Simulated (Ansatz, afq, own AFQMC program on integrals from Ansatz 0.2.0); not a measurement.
# SiGeH (quartet): AFQMC on the coupled-cluster ladder at distance Si1–Ge2 = 4.421 Å, cc-pVDZ

Aim: compute SiGeH (quartet) with auxiliary-field quantum Monte Carlo on the same integrals as coupled cluster, and set the energies side by side.

The runs use Ansatz 0.2.0, Gaussian basis, and an in-house AFQMC program (afq) on its integrals; all values are calculated; cc-pVDZ, frozen cores.

Plan: PBE (unrestricted); r2SCAN (unrestricted); PBE0 (unrestricted); B3LYP (unrestricted); wB97M-V (unrestricted); B2PLYP (unrestricted); CCSD(T) on UHF; CCSDT(Q) on UHF; Phaseless AFQMC, CISD trial on UHF; Phaseless AFQMC, CID trial on UHF.

5 further runs of the same task are left out: 5 that didn't finish.

## Step 1: What is computed

The geometry derives from a PBE0/def2-TZVP stationary point (not a proven minimum). One bond is set to the value named and the two fragments are kept rigid. No spin-orbit coupling is included. The filled d shell of Ge may be among the frozen orbitals whatever the setting's name suggests; the logs give the count.

3 atoms, charge 0, spin multiplicity 4.

Atoms are counted from 1 here; the program's logs count them from 0.

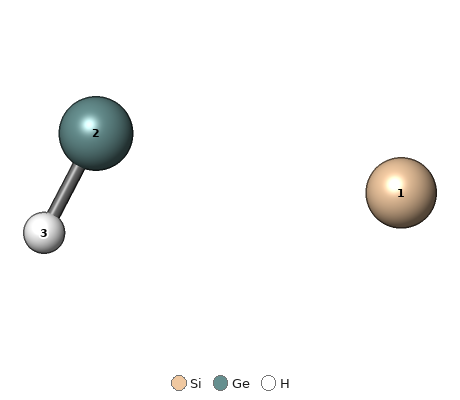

The structure; silicon light orange, germanium teal, hydrogen white; atoms are numbered from 1 in the order of the file.

Coordinates:

```xyz
3
GeHSi
Si    0.00000   -0.40932    3.11268
Ge    0.00000   -0.55116   -1.30605
H     0.00000    0.96048   -1.80663
```

## Step 2: PBE (unrestricted)

in.yaml

```yaml
crystal:
  periodic: [false, false, false]
  atoms:
    - {symbol: Si, position_ang: [0.000000, -0.409321, 3.112677]}
    - {symbol: Ge, position_ang: [0.000000, -0.551157, -1.306047]}
    - {symbol: H, position_ang: [0.000000, 0.960477, -1.806631]}
basis:
  gaussian: {orbitals: cc-pVDZ}
magnetization: {spin_polarized: true, initial_magnetization: 3}
hamiltonian: {xc: {name: PBE}}
output: {orbitals: {seedname: orbitals}}
```

Run with:

```
ansatz run in.yaml --threads 1 --pin off --events-out ev --progress --plain --max-ram 1382MiB
```

Output:

```text
Functional definition: PBE
  name "PBE"
  cite "Perdew, Burke & Ernzerhof, Phys. Rev. Lett. 77, 3865 (1996) doi:10.1103/PhysRevLett.77.3865"
  parent pbe
  parameter kappa = 0.804
  parameter beta = 0.06672455060314922
  exchange = pbe_x(kappa = kappa, mu = beta*pi^2/3)
  correlation = pbe_c(beta = beta)
559 factors; integrals over basis functions are off by at most 1.1e-3 eV
mean field evaluation 1: about -64392.2184 eV, gradient 8.9e0 eV
mean field evaluation 2: about -64366.1499 eV, gradient 2.7e1 eV
mean field evaluation 4: about -64391.1530 eV, gradient 9.8e0 eV
mean field evaluation 8: about -64393.3326 eV, gradient 5.5e-3 eV
mean field evaluation 16: about -64393.3326 eV, gradient 2.2e-5 eV
mean field evaluation 32: about -64392.9442 eV, gradient 5.3e-1 eV
mean field evaluation 64: about -64393.1632 eV, gradient 2.2e-1 eV
mean field evaluation 96: about -64391.0027 eV, gradient 8.0e0 eV
mean field evaluation 128: about -64393.0559 eV, gradient 1.4e0 eV
mean field -64393.33263808 eV, -2366.4113270810 hartree, gradient 1.5e-6 eV, S^2 3.752216; 12 other end points of the search recorded, 0 dependent functions left out
reference -64393.33267434 eV, -2366.4113284135 hartree; 25, 22 occupied and 25, 28 virtual orbitals, 559 factors
Total energy: -64393.33267434 eV, -2366.4113284135 hartree
```

Wall time 9.5 s (1 thread of Arm Neoverse V1, shared host).

From the report: ⟨S²⟩ of the determinant 3.752 (pure quartet: 3.75).

## Step 3: r2SCAN (unrestricted)

in.yaml, as its differences from that of step 2:

```diff
@@ -9,3 +9,2 @@
 magnetization: {spin_polarized: true, initial_magnetization: 3}
-hamiltonian: {xc: {name: PBE}}
-output: {orbitals: {seedname: orbitals}}
+hamiltonian: {xc: {name: r2SCAN}}
```

Launched as before.

Output, cut to the lines that bear on the results:

```text
Functional definition: r2SCAN
  name "r2SCAN"
  cite "Furness, Kaplan, Ning, Perdew & Sun, J. Phys. Chem. Lett. 11, 8208 (2020) doi:10.1021/acs.jpclett.0c02405"
  cite "Furness, Kaplan, Ning, Perdew & Sun, J. Phys. Chem. Lett. 11, 9248 (2020) doi:10.1021/acs.jpclett.0c03077"
  parent r2scan
[...]
559 factors; integrals over basis functions are off by at most 1.1e-3 eV
[...]
mean field -64404.60660842 eV, -2366.8256378491 hartree, gradient 1.2e-6 eV, S^2 3.759187; 17 other end points of the search recorded, 0 dependent functions left out
reference -64404.60662054 eV, -2366.8256382944 hartree; 25, 22 occupied and 25, 28 virtual orbitals, 559 factors
Total energy: -64404.60662054 eV, -2366.8256382944 hartree
```

Run time: 64 s. Hardware: 1 thread of Arm Neoverse V1, shared host.

From the report: ⟨S²⟩ of the determinant 3.759 (pure quartet: 3.75).

## Step 4: PBE0 (unrestricted)

in.yaml, as its differences from that of step 3:

```diff
@@ -9,2 +9,3 @@
 magnetization: {spin_polarized: true, initial_magnetization: 3}
-hamiltonian: {xc: {name: r2SCAN}}
+hamiltonian: {xc: {name: PBE0}}
+output: {orbitals: {seedname: orbitals}}
```

The command is unchanged.

Output, cut to the lines that bear on the results:

```text
Functional definition: PBE0
  name "PBE0"
  cite "Adamo & Barone, J. Chem. Phys. 110, 6158 (1999) doi:10.1063/1.478522"
  cite "Perdew, Burke & Ernzerhof, Phys. Rev. Lett. 77, 3865 (1996) doi:10.1103/PhysRevLett.77.3865"
  parent pbe
[...]
559 factors; integrals over basis functions are off by at most 1.1e-3 eV
[...]
mean field -64395.29621428 eV, -2366.4834871752 hartree, gradient 2.6e-6 eV, S^2 3.758102; 3 other end points of the search recorded, 0 dependent functions left out
reference -64395.29624168 eV, -2366.4834881822 hartree; 25, 22 occupied and 25, 28 virtual orbitals, 559 factors
Total energy: -64395.29624168 eV, -2366.4834881822 hartree
```

It took 7 s on 1 thread of Arm Neoverse V1, shared host.

From the report: ⟨S²⟩ of the determinant 3.758 (pure quartet: 3.75).

## Step 5: B3LYP (unrestricted)

in.yaml, as its differences from that of step 4:

```diff
@@ -9,3 +9,2 @@
 magnetization: {spin_polarized: true, initial_magnetization: 3}
-hamiltonian: {xc: {name: PBE0}}
-output: {orbitals: {seedname: orbitals}}
+hamiltonian: {xc: {name: B3LYP}}
```

The command is unchanged.

Output, cut to the lines that bear on the results:

```text
Functional definition: B3LYP
  name "B3LYP"
  cite "Stephens, Devlin, Chabalowski & Frisch, J. Phys. Chem. 98, 11623 (1994) doi:10.1021/j100096a001"
  cite "Becke, Phys. Rev. A 38, 3098 (1988) doi:10.1103/PhysRevA.38.3098"
  cite "Lee, Yang & Parr, Phys. Rev. B 37, 785 (1988) doi:10.1103/PhysRevB.37.785"
  cite "Vosko, Wilk & Nusair, Can. J. Phys. 58, 1200 (1980) doi:10.1139/p80-159"
[...]
559 factors; integrals over basis functions are off by at most 1.1e-3 eV
[...]
mean field -64407.74515066 eV, -2366.9409771489 hartree, gradient 2.2e-6 eV, S^2 3.754658; 13 other end points of the search recorded, 0 dependent functions left out
reference -64407.74537521 eV, -2366.9409854012 hartree; 25, 22 occupied and 25, 28 virtual orbitals, 559 factors
Total energy: -64407.74537521 eV, -2366.9409854012 hartree
```

It took 20 s on 1 thread of Arm Neoverse V1, shared host.

From the report: ⟨S²⟩ of the determinant 3.755 (pure quartet: 3.75).

## Step 6: wB97M-V (unrestricted)

in.yaml, as its differences from that of step 5:

```diff
@@ -9,2 +9,3 @@
 magnetization: {spin_polarized: true, initial_magnetization: 3}
-hamiltonian: {xc: {name: B3LYP}}
+hamiltonian: {xc: {name: wB97M-V}}
+output: {orbitals: {seedname: orbitals}}
```

The command is unchanged.

Output, cut to the lines that bear on the results:

```text
Functional definition: wB97M-V
  name "wB97M-V"
  cite "Mardirossian & Head-Gordon, J. Chem. Phys. 144, 214110 (2016) doi:10.1063/1.4952647"
  cite "Becke, J. Chem. Phys. 107, 8554 (1997) doi:10.1063/1.475007"
  cite "Vydrov & Van Voorhis, J. Chem. Phys. 133, 244103 (2010) doi:10.1063/1.3521275"
  # Of w^i u^j: cxij and so on, Table III.
[...]
  gx(w, u) = 1 - cx + cx01*u + cx10*w
  gss(w, u) = css00 + css04*u^4 + css10*w + css20*w^2 + css43*w^4*u^3
  gos(w, u) = cos00 + cos10*w + (cos20 + cos21*u)*w^2 + (cos60 + cos61*u)*w^6
[...]
      + integral(e_c_pw_mod_opposite_spin*gos(b97_w_opposite, b97_u_opposite)) + vv10(b, c)
559 factors; integrals over basis functions are off by at most 1.1e-3 eV
165 factors; integrals over basis functions are off by at most 1.1e-5 eV
[...]
mean field -64402.09693628 eV, -2366.7334090991 hartree, gradient 3.1e-6 eV, S^2 3.754246; 3 other end points of the search recorded, 0 dependent functions left out
reference -64402.09697226 eV, -2366.7334104213 hartree; 25, 22 occupied and 25, 28 virtual orbitals, 559 factors
Total energy: -64402.09697226 eV, -2366.7334104213 hartree
```

Run time: 27 s. Hardware: 1 thread of Arm Neoverse V1, shared host.

From the report: ⟨S²⟩ of the determinant 3.754 (pure quartet: 3.75).

## Step 7: B2PLYP (unrestricted)

in.yaml, as its differences from that of step 6:

```diff
@@ -9,3 +9,3 @@
 magnetization: {spin_polarized: true, initial_magnetization: 3}
-hamiltonian: {xc: {name: wB97M-V}}
-output: {orbitals: {seedname: orbitals}}
+hamiltonian: {xc: {name: B2PLYP}}
+correlation: {electrons: outside_noble_gas}
```

Launched as before.

Output, cut to the lines that bear on the results:

```text
Functional definition: B2PLYP
  name "B2PLYP"
  cite "Grimme, J. Chem. Phys. 124, 034108 (2006) doi:10.1063/1.2148954"
  cite "Becke, Phys. Rev. A 38, 3098 (1988) doi:10.1103/PhysRevA.38.3098"
  cite "Lee, Yang & Parr, Phys. Rev. B 37, 785 (1988) doi:10.1103/PhysRevB.37.785"
[...]
559 factors; integrals over basis functions are off by at most 1.1e-3 eV
[...]
mean field -64390.12135791 eV, -2366.2933147112 hartree, gradient 8.2e-8 eV, S^2 3.759939; 15 other end points of the search recorded, 0 dependent functions left out
19 core orbitals not correlated: weight in the atoms' cores, before any rotation towards them, 0.999 or more for the frozen orbitals, at most 0.000 for the correlated occupied ones
reference -64390.12150003 eV, -2366.2933199343 hartree; 6, 3 occupied and 25, 28 virtual orbitals, 559 factors
second order -3.74580626 eV of doubles, -0.00000000 eV of singles
Total energy: -64391.13286772 eV, -2366.3304870113 hartree
```

It took 29 s on 1 thread of Arm Neoverse V1, shared host.

From the report: ⟨S²⟩ of the determinant 3.760 (pure quartet: 3.75).

## Step 8: CCSD(T) on UHF

in.yaml, as its differences from that of step 7:

```diff
@@ -9,3 +9,2 @@
 magnetization: {spin_polarized: true, initial_magnetization: 3}
-hamiltonian: {xc: {name: B2PLYP}}
-correlation: {electrons: outside_noble_gas}
+correlation: {method: ccsd_t, electrons: outside_noble_gas, hamiltonian_folder: ham}
```

The command is unchanged.

Output, cut to the lines that bear on the results:

```text
Functional definition: HF
  name "HF"
  cite "Fock, Z. Phys. 61, 126 (1930) doi:10.1007/BF01340294"
  parent pbe
[...]
559 factors; integrals over basis functions are off by at most 1.1e-3 eV
[...]
mean field -64347.17256048 eV, -2364.7149755176 hartree, gradient 2.3e-6 eV, S^2 3.772448; 39 other end points of the search recorded, 0 dependent functions left out
determinant -64347.17256048 eV, -2364.7149755176 hartree, with singles and doubles -64351.17583916 eV, -2364.8620932956 hartree
determinant -64347.15095510 eV, -2364.7141815343 hartree, with singles and doubles -64351.15251464 eV, -2364.8612361353 hartree
determinant -64347.15044662 eV, -2364.7141628481 hartree, with singles and doubles -64351.15317304 eV, -2364.8612603310 hartree
determinant -64347.15014315 eV, -2364.7141516958 hartree, with singles and doubles -64351.15003419 eV, -2364.8611449803 hartree
[...]
determinant -64347.14278360 eV, -2364.7138812375 hartree, with singles and doubles -64351.14696450 eV, -2364.8610321713 hartree
determinant -64347.06793003 eV, -2364.7111304194 hartree, with singles and doubles -64351.07322486 eV, -2364.8583222896 hartree
determinant -64347.03238002 eV, -2364.7098239806 hartree, with singles and doubles -64351.04196992 eV, -2364.8571736919 hartree
determinant -64347.01873882 eV, -2364.7093226758 hartree, with singles and doubles -64351.02993694 eV, -2364.8567314877 hartree
19 core orbitals not correlated: weight in the atoms' cores, before any rotation towards them, 1.000 or more for the frozen orbitals, at most 0.000 for the correlated occupied ones
reference -64347.17256048 eV, -2364.7149755176 hartree; 6, 3 occupied and 25, 28 virtual orbitals, 559 factors
second order -2.90029402 eV of doubles, -0.00000000 eV of singles
cycle   1  -4.00290353 eV  change   -4.7e-6 eV  update   4.6e-6
perturbative correction -0.06946769 eV, -0.0025528905 hartree
Total energy: -64351.24493170 eV, -2364.8646323996 hartree
```

Run time: 50 s. Hardware: 1 thread of Arm Neoverse V1, shared host.

From the report: ⟨S²⟩ of the determinant 3.772 (pure quartet: 3.75); correlation -4.0724 eV; T1 0.014; largest double amplitude 0.09.

This run also writes the integrals to the folder ham.

## Step 9: CCSDT(Q) on UHF

in.yaml, as its differences from that of step 8:

```diff
@@ -9,2 +9,2 @@
 magnetization: {spin_polarized: true, initial_magnetization: 3}
-correlation: {method: ccsd_t, electrons: outside_noble_gas, hamiltonian_folder: ham}
+correlation: {method: ccsdt_q, electrons: outside_noble_gas}
```

The command is unchanged.

Output, cut to the lines that bear on the results:

```text
Functional definition: HF
  name "HF"
  cite "Fock, Z. Phys. 61, 126 (1930) doi:10.1007/BF01340294"
  parent pbe
[...]
937 factors; integrals over basis functions are off by at most 1.4e-7 eV
[...]
mean field -64347.17263611 eV, -2364.7149782969 hartree, gradient 7.0e-6 eV, S^2 3.772448; 41 other end points of the search recorded, 0 dependent functions left out
determinant -64347.17263611 eV, -2364.7149782969 hartree, with singles and doubles -64351.17592732 eV, -2364.8620965354 hartree
determinant -64347.15102425 eV, -2364.7141840758 hartree, with singles and doubles -64351.15259741 eV, -2364.8612391768 hartree
determinant -64347.15051468 eV, -2364.7141653492 hartree, with singles and doubles -64351.15325537 eV, -2364.8612633565 hartree
determinant -64347.15021176 eV, -2364.7141542172 hartree, with singles and doubles -64351.15011643 eV, -2364.8611480025 hartree
[...]
determinant -64347.06801665 eV, -2364.7111336025 hartree, with singles and doubles -64351.07332556 eV, -2364.8583259903 hartree
determinant -64347.03244659 eV, -2364.7098264270 hartree, with singles and doubles -64351.04204936 eV, -2364.8571766111 hartree
determinant -64347.01883461 eV, -2364.7093261961 hartree, with singles and doubles -64351.03004492 eV, -2364.8567354562 hartree
19 core orbitals not correlated: weight in the atoms' cores, before any rotation towards them, 1.000 or more for the frozen orbitals, at most 0.000 for the correlated occupied ones
reference -64347.17263611 eV, -2364.7149782969 hartree; 6, 3 occupied and 25, 28 virtual orbitals, 937 factors
second order -2.90031464 eV of doubles, -0.00000000 eV of singles
cycle   1  -3.64652554 eV  change   -7.5e-1 eV  update   8.3e-2
[...]
cycle   7  -4.10576691 eV  change   -3.5e-7 eV  update   3.6e-7
perturbative correction -0.00852760 eV, -0.0003133836 hartree
Total energy: -64351.28693062 eV, -2364.8661758314 hartree
```

Run time: 1.7 min. Hardware: 1 thread of Arm Neoverse V1, shared host.

From the report: ⟨S²⟩ of the determinant 3.772 (pure quartet: 3.75); correlation -4.1143 eV; T1 0.022; largest double amplitude 0.17.

## Step 10: Phaseless AFQMC, CISD trial on UHF

It reads the integrals that the CCSD(T) run on this determinant wrote.

Run with:

```
afq ham --method phaseless --trial cisd --walkers 60 --populations 1 --least-time 40 --time-step 0.005 --steps-per-block 50 --equilibration-blocks 40 --max-blocks 300 --target-error 0.00072 --factor-cut 1e-05 --start spin_pure --seed 5619 --release-times 0.24,0.51,0.99,1.62,2.4 --release-step 0.03 --release-every 4 --taylor-order 6
```

Output:

```text
orbitals 31  electrons 6 3  factors 207 of 559
reference energy -2364.71497552 Eh
CCSD correlation -0.14710394 Eh in 20 cycles, weight of the determinant in the CISD state 0.8767
energy of the start -2364.861727 Eh
 block  time / (1/Eh)  mean weight  energy / Eh
     1     0.250  0.9998  -2364.860067
     2     0.500  0.9985  -2364.860227
     3     0.750  0.9992  -2364.860874
     4     1.000  1.0005  -2364.860796
     5     1.250  1.0019  -2364.861657
     6     1.500  1.0014  -2364.863227
     7     1.750  0.9998  -2364.863116
     8     2.000  1.0004  -2364.861731
     9     2.250  1.0003  -2364.863736
    10     2.500  1.0010  -2364.864216
    11     2.750  0.9996  -2364.863717
    16     4.000  1.0001  -2364.865531
    21     5.250  1.0014  -2364.866358
    26     6.500  0.9989  -2364.864787
    31     7.750  0.9998  -2364.864102
    36     9.000  1.0001  -2364.862210
    41    10.250  1.0011  -2364.863083
    46    11.500  1.0013  -2364.863759
    51    12.750  1.0001  -2364.863000
    56    14.000  1.0004  -2364.863944
    61    15.250  1.0015  -2364.866547
    66    16.500  0.9991  -2364.865420
    71    17.750  0.9988  -2364.861869
    76    19.000  1.0015  -2364.863058
    81    20.250  0.9999  -2364.862172
    86    21.500  1.0004  -2364.864849
    91    22.750  1.0006  -2364.866576
    96    24.000  0.9999  -2364.865447
   101    25.250  0.9989  -2364.864174
   106    26.500  1.0029  -2364.861174
   111    27.750  1.0006  -2364.863405
   116    29.000  1.0003  -2364.866593
   121    30.250  1.0000  -2364.862418
   126    31.500  0.9989  -2364.863602
   131    32.750  0.9995  -2364.863502
   136    34.000  0.9993  -2364.864064
   141    35.250  1.0005  -2364.869944
   146    36.500  1.0001  -2364.868169
   151    37.750  0.9995  -2364.867706
   156    39.000  1.0004  -2364.868246
   161    40.250  1.0001  -2364.870398
   166    41.500  1.0002  -2364.863721
   171    42.750  1.0001  -2364.866142
   176    44.000  0.9988  -2364.868030
   181    45.250  1.0028  -2364.869758
   186    46.500  0.9988  -2364.865829
   191    47.750  1.0001  -2364.862814
   196    49.000  1.0008  -2364.863320
blocks merged  error / Eh  count
     1  0.000172  160
     2  0.000212  80
     4  0.000253  40
     8  0.000300  20
    16  0.000362  10
released: time / (1/Eh)  energy / Eh  error  mean overlap
  0.24  -2364.865469  0.000366  0.9946
  0.51  -2364.865313  0.000284  0.9962
  0.99  -2364.865416  0.000293  0.9927
  1.62  -2364.865590  0.000311  0.9690
  2.40  -2364.866136  0.000430  0.9613
energy -2364.864987 +/- 0.000300 Eh
```

Run time: 2.6 min. Hardware: 1 thread of Arm Neoverse V1, shared host.

Energy -64351.2546 ± 0.0082 eV. Caveats: constraint bias not in the error. The error still grows with block length (0.0069 to 0.0099 eV), so the bar may be too small.

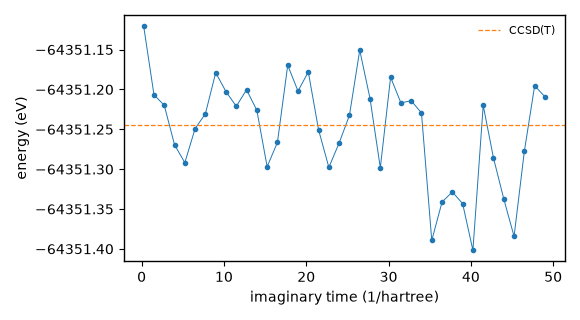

Block energies along the walk.

## Step 11: Phaseless AFQMC, CID trial on UHF (settings varied)

It reads the integrals that the CCSD(T) run on this determinant wrote.

Run with:

```
afq ham --method phaseless --trial cid --walkers 10 --populations 1 --least-time 40 --time-step 0.0025 --steps-per-block 5 --equilibration-blocks 240 --max-blocks 4800 --target-error 0.00144 --factor-cut 1e-05 --start spin_pure --seed 4930 --taylor-order 4
```

Output:

```text
orbitals 31  electrons 6 3  factors 207 of 559
reference energy -2364.71497552 Eh
CCSD correlation -0.14710394 Eh in 20 cycles, weight of the determinant in the CISD state 0.8767
energy of the start -2364.864091 Eh
 block  time / (1/Eh)  mean weight  energy / Eh
     1     0.013  0.9999  -2364.863888
     2     0.025  0.9979  -2364.863804
     3     0.037  1.0011  -2364.863668
     4     0.050  1.0006  -2364.863403
     5     0.062  1.0013  -2364.863309
     6     0.075  1.0018  -2364.863209
     7     0.088  0.9967  -2364.862743
     8     0.100  1.0010  -2364.862535
     9     0.112  1.0018  -2364.862514
    10     0.125  1.0017  -2364.862284
    87     1.087  1.0002  -2364.860767
   173     2.163  0.9989  -2364.865211
   259     3.237  1.0006  -2364.865017
   345     4.312  1.0006  -2364.874530
   431     5.388  1.0016  -2364.866501
   517     6.463  0.9949  -2364.869854
   603     7.538  0.9985  -2364.869869
   689     8.613  1.0015  -2364.865332
   775     9.688  1.0006  -2364.863637
   861    10.762  0.9997  -2364.863626
   947    11.838  0.9995  -2364.870198
  1033    12.912  1.0001  -2364.861014
  1119    13.987  0.9986  -2364.863010
  1205    15.062  0.9997  -2364.869430
  1291    16.137  0.9982  -2364.868166
  1377    17.212  1.0000  -2364.861034
  1463    18.288  1.0005  -2364.863841
  1549    19.363  0.9996  -2364.860239
  1635    20.438  1.0000  -2364.861299
  1721    21.513  0.9995  -2364.867313
  1807    22.587  0.9976  -2364.865795
  1893    23.663  0.9973  -2364.862021
  1979    24.737  0.9979  -2364.874580
  2065    25.813  1.0012  -2364.861771
  2151    26.888  1.0005  -2364.866669
  2237    27.963  1.0008  -2364.875946
  2323    29.038  0.9985  -2364.867446
  2409    30.113  0.9988  -2364.866450
  2495    31.188  0.9997  -2364.867244
  2581    32.263  0.9991  -2364.864403
  2667    33.338  0.9985  -2364.863030
  2753    34.413  0.9987  -2364.865045
  2839    35.487  1.0005  -2364.863665
  2925    36.562  1.0020  -2364.863600
  3011    37.638  0.9993  -2364.869753
  3097    38.713  1.0005  -2364.861023
  3183    39.788  1.0015  -2364.865060
  3269    40.862  1.0011  -2364.872476
  3355    41.938  0.9995  -2364.863908
blocks merged  error / Eh  count
     1  0.000069  3200
     2  0.000096  1600
     4  0.000134  800
     8  0.000185  400
    16  0.000251  200
    32  0.000337  100
    64  0.000424  50
   128  0.000514  25
   256  0.000656  12
energy -2364.865802 +/- 0.000514 Eh
```

It took 1.7 min on 1 thread of Arm Neoverse V1, shared host.

Energy -64351.2767 ± 0.0140 eV. Caveats: constraint bias not in the error. The error still grows with block length (0.0115 to 0.0178 eV), so the bar may be too small.

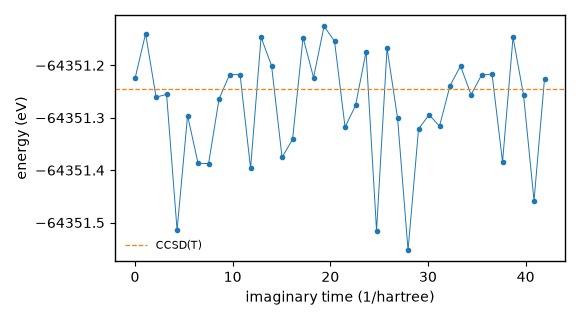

Block energies along the walk.

## Step 12: AFQMC on the ladder

On the UHF determinant, counted from CCSDT(Q) (a yardstick, not exact):

| level | energy (eV) | from CCSDT(Q) (meV) | statistical error (meV) | time |
| --- | --- | --- | --- | --- |
| HF | -64347.1726 | +4114.4 |  |  |
| MP2 | -64350.0729 | +1214.1 |  |  |
| CCSD | -64351.1755 | +111.5 |  |  |
| CCSD(T) | -64351.2449 | +42.0 |  |  |
| CCSDT(Q) | -64351.2869 | 0.0 |  |  |
| Phaseless AFQMC, CISD trial, step 0.005, 60 walkers | -64351.2546 | +32.3 | 8.2 | 2.6 min |
| Phaseless AFQMC, CID trial, step 0.0025, 10 walkers | -64351.2767 | +10.2 | 14.0 | 1.7 min |

The functionals' totals stand on their own zeros and serve differences with other points: PBE -64393.333 eV; r2SCAN -64404.607 eV; PBE0 -64395.296 eV; B3LYP -64407.745 eV; wB97M-V -64402.097 eV; B2PLYP -64391.133 eV.

## Step 13: Summary of results

| quantity | value |
| --- | --- |
| CCSD(T) on UHF from CCSDT(Q) | +42.0 meV |
| Phaseless AFQMC, CISD trial on UHF from CCSDT(Q) | +32.3 ± 8.2 meV |

In words: On UHF the phaseless walk with the CISD trial lies +32.3 meV from CCSDT(Q), 4 times its error bar. Error bars are statistical and leave out the constraint, the time step and what remains of the start.
